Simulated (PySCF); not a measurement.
Molecule: SMILES [SiH3]c1cccc([Si](Cl)(Cl)Cl)c1 (C₆H₇Cl₃Si₂). Atoms near the plane z = 1.0 Å, at the GFN2-xTB optimised geometry (x, y, z in Å): Si1 (-2.2, -2.1, 0.0), C2 (-1.2, -0.5, 0.0), C3 (-1.9, 0.8, 0.0), C4 (-1.2, 1.9, 0.0), C5 (0.2, 1.9, 0.0), C6 (0.9, 0.7, 0.0), Si7 (2.8, 0.6, 0.0), Cl10 (3.5, 0.1, 1.9), C11 (0.2, -0.5, 0.0), H12 (-3.6, -1.8, 0.1), H13 (-1.7, -2.9, 1.1), H15 (-2.9, 0.8, 0.0), H16 (-1.7, 2.9, 0.0), H17 (0.8, 2.9, 0.0), H18 (0.7, -1.4, 0.0).

Calculation: B3LYP/def2-SVP run with PySCF. The values are rescaled to run from 0 to 1.

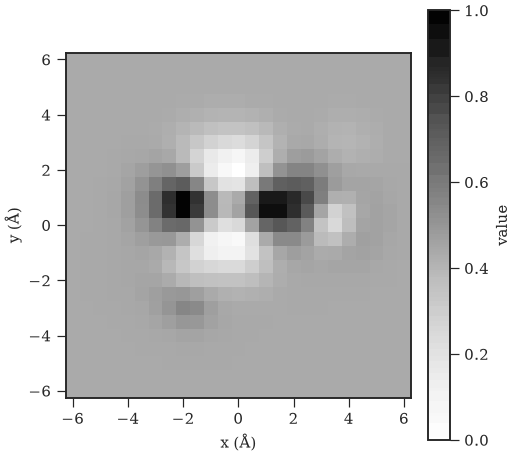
Figure: a field on the plane z = 1.0 Å.

Task: Which quantity is mapped?
(A) electron localisation function
(B) Laplacian of the electron density
(C) an orbital amplitude
(D) electrostatic potential

Result: C, an orbital amplitude. In full: LUMO amplitude (bohr^(-3/2)).
